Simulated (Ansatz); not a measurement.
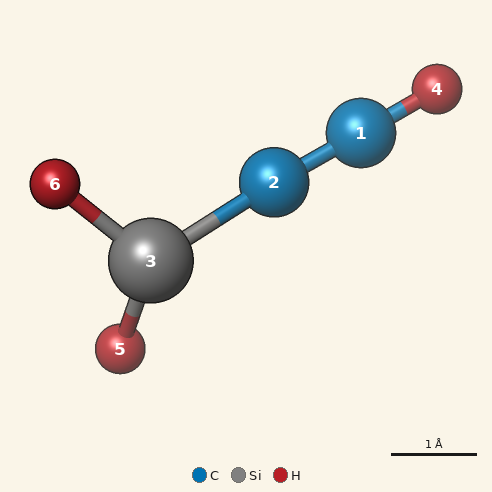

Orthographic view. Depth is shown by fading: the farther an atom, the more it takes the colour of the background. Charge 0, doublet. The computed structure is the end point of a PBE0-D4/def2-TZVP optimisation. No frequency run is at hand to confirm it as a minimum.

List all interatomic distances (Å) as a matrix.

```
atom    C1    C2   Si3    H4    H5    H6
  C1  0.00                              
  C2  1.21  0.00                        
 Si3  3.01  1.80  0.00                  
  H4  1.07  2.28  4.08  0.00            
  H5  3.83  2.72  1.48  4.84  0.00      
  H6  3.83  2.72  1.48  4.84  2.47  0.00
```
